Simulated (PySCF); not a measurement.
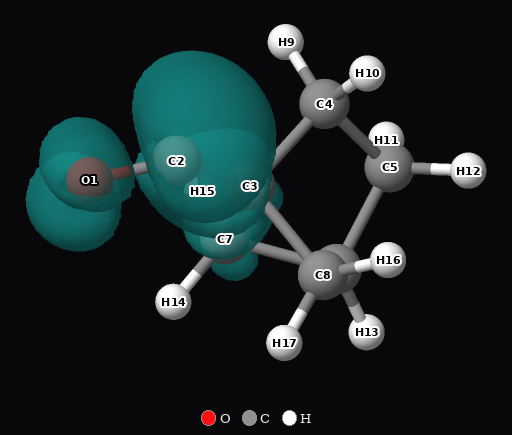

*C₇H₉O (SMILES O=[C][C@]12CC[C@H](C1)C2) (doublet). Isosurface of the spin density at +0.02 e/Å³ (teal), seen at a tilt.*

Geometry: GFN2-xTB.

These are results of UKS B3LYP, pcH-1 on C H O, non-relativistic, mean-field spin-orbit, GIAO (PySCF 2.14.0, density-fitted response routines), not measurements.

```xyz
17

O     2.9895    0.9056   -0.9844
C     1.8085    0.9052   -1.1510
C     0.6841    0.3489   -0.4099
C    -0.5959    1.1899   -0.2901
C    -1.4879    0.1692    0.4515
C    -0.4957   -0.9903    0.5552
C     0.7812   -0.2790    1.0170
C     0.1058   -1.0145   -0.8571
H    -0.4264    2.0985    0.2859
H    -0.9906    1.4663   -1.2663
H    -1.8034    0.5261    1.4309
H    -2.3749   -0.1014   -0.1198
H    -0.8394   -1.9022    1.0359
H     1.6393   -0.9354    1.1283
H     0.7071    0.4038    1.8595
H    -0.5783   -1.0037   -1.7021
H     0.8700   -1.7749   -0.9934
```

Q: Describe the spin distribution.

A: The unpaired spin (1 electron) lies mostly on C2 (about 0.6), O1 (about 0.3) and C3 (about 0.1), in electrons by Hirshfeld's partition.
